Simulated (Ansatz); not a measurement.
# S2F2 (Difluorodisulfane) at PBE0/6-311+G(d,p)

What is the vertical ionisation energy of S2F2 (Difluorodisulfane) at PBE0/6-311+G**? 

The calculation is run with Ansatz 0.2.0.

35 further runs of the same task are left out: 35 set aside as unsound or not needed.

### 1 The system as given

The species is S2F2 (4 atoms), meant as a singlet with charge 0. SMILES: `FSSF`. The coordinates come from a PBE0-D4/def2-TZVP relaxation.

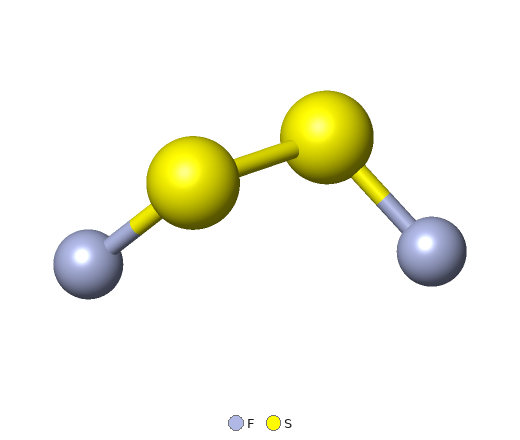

The structure, seen from a chosen angle (fluorine light blue, sulfur yellow).

### 2 A single-point energy at PBE0/6-311+G(d,p)

The input, input.yaml:

```yaml
crystal:
  periodic: [false, false, false]
  atoms:
    - {symbol: F, position_ang: [-1.783750, -0.199930, -0.621590]}
    - {symbol: S, position_ang: [-0.467670, 0.764150, -0.632370]}
    - {symbol: S, position_ang: [1.044990, -0.276390, -0.184720]}
    - {symbol: F, position_ang: [1.206410, -0.287820, 1.438680]}
basis:
  gaussian:
    orbitals: 6-311+G_st__st_-spherical.json
hamiltonian:
  xc: {name: PBE0}
accuracy: high
output: {orbitals: {seedname: orbitals}}
```

The basis set 6-311+G** is read from a file made from the Basis Set Exchange's data (not shown).

Command:

```console
$ ansatz run input.yaml --threads 1 --pin off --max-ram 3480MiB --events-out events.jsonl --progress --plain --runs-dir runs
```

Output:

```text
Warning: RAYON_NUM_THREADS=1 ignored (pool sized by the plan → 1); use --threads N
Functional definition: PBE0
  name "PBE0"
  parameter a = 0.25
  parameter kappa = 0.804
  parameter beta = 0.06672455060314922
  exchange = (1 - a)*pbe_x(kappa = kappa, mu = beta*pi^2/3) + a*exact_x
  correlation = pbe_c(beta = beta)
1776 factors; integrals over basis functions are off by at most 3.8e-9 eV
mean field evaluation 1: about -27089.8779 eV, gradient 4.0e1 eV
mean field evaluation 2: about -27083.4852 eV, gradient 7.7e1 eV
mean field evaluation 4: about -27092.1936 eV, gradient 1.1e0 eV
mean field evaluation 8: about -27092.4233 eV, gradient 1.3e-1 eV
mean field evaluation 16: about -27092.4233 eV, gradient 1.2e-5 eV
mean field -27092.42332570 eV, -995.6281933155 hartree, gradient 1.7e-8 eV, S^2 0.000000; 0 other end points of the search recorded, 0 dependent functions left out
reference -27092.42332956 eV, -995.6281934573 hartree; 25, 25 occupied and 79, 79 virtual orbitals, 1776 factors
Total energy: -27092.42332956 eV, -995.6281934573 hartree
```

Wall time 6.9 s (1 thread of Arm Neoverse V1, shared host); peak memory 0.31 GiB.

### 3 The doublet cation at the same level

The input, in.yaml:

```yaml
basis:
  gaussian: {orbitals: 6-311+G_st__st_-spherical.json}
crystal:
  periodic: [false, false, false]
  atoms:
    - {symbol: F, position_ang: [-1.783750, -0.199930, -0.621590]}
    - {symbol: S, position_ang: [-0.467670, 0.764150, -0.632370]}
    - {symbol: S, position_ang: [1.044990, -0.276390, -0.184720]}
    - {symbol: F, position_ang: [1.206410, -0.287820, 1.438680]}
total_charge: 1
magnetization: {spin_polarized: true, initial_magnetization: 1}
hamiltonian: {xc: {name: PBE0}}
accuracy: high
output: {orbitals: {seedname: orbitals}}
```

The basis set 6-311+G** is read from a file made from the Basis Set Exchange's data (not shown).

Command:

```console
$ ansatz run in.yaml --threads 1 --pin off --max-ram 3480MiB --events-out events.jsonl --progress --plain --runs-dir runs
```

Output, shortened:

```text
Warning: RAYON_NUM_THREADS=1 ignored (pool sized by the plan → 1); use --threads N
[... 7 set-up lines as earlier in the session ...]
1776 factors; integrals over basis functions are off by at most 3.7e-9 eV
mean field evaluation 1: about -27071.2128 eV, gradient 5.7e1 eV
mean field evaluation 2: about -27005.1692 eV, gradient 1.5e2 eV
mean field evaluation 4: about -27081.0220 eV, gradient 4.3e0 eV
mean field evaluation 8: about -27081.3193 eV, gradient 2.7e-1 eV
mean field evaluation 16: about -27081.3198 eV, gradient 1.3e-3 eV
mean field evaluation 32: about -27081.3198 eV, gradient 4.8e-7 eV
mean field -27081.31982054 eV, -995.2201470271 hartree, gradient 5.0e-8 eV, S^2 0.766728; 1 other end points of the search recorded, 0 dependent functions left out
reference -27081.31982493 eV, -995.2201471883 hartree; 25, 24 occupied and 79, 80 virtual orbitals, 1776 factors
Total energy: -27081.31982493 eV, -995.2201471883 hartree
```

Wall time 21 s (1 thread of Arm Neoverse V1, shared host); peak memory 0.44 GiB.

### 4 Results

Level: PBE0/6-311+G**.

| quantity | value |
| --- | --- |
| singlet S2F2: total energy | -995.62819 Eh |
| singlet S2F2: HOMO energy | -8.71 eV |
| singlet S2F2: LUMO energy | -1.92 eV |
| singlet S2F2: HOMO–LUMO gap | 6.79 eV |
| doublet cation: total energy | -995.22015 Eh |
| doublet cation: HOMO energy (highest over α and β) | -15.74 eV |
| doublet cation: LUMO energy (lowest over α and β) | -13.51 eV |
| doublet cation: ⟨S²⟩ | 0.767 |
| vertical ionisation energy (to the doublet cation) | 11.104 eV |

**Reading.** The vertical ionisation energy comes to 11.10 eV (256 kcal/mol). −ε(HOMO) before ionisation, 8.71 eV, is 2.40 eV below this ionisation energy.
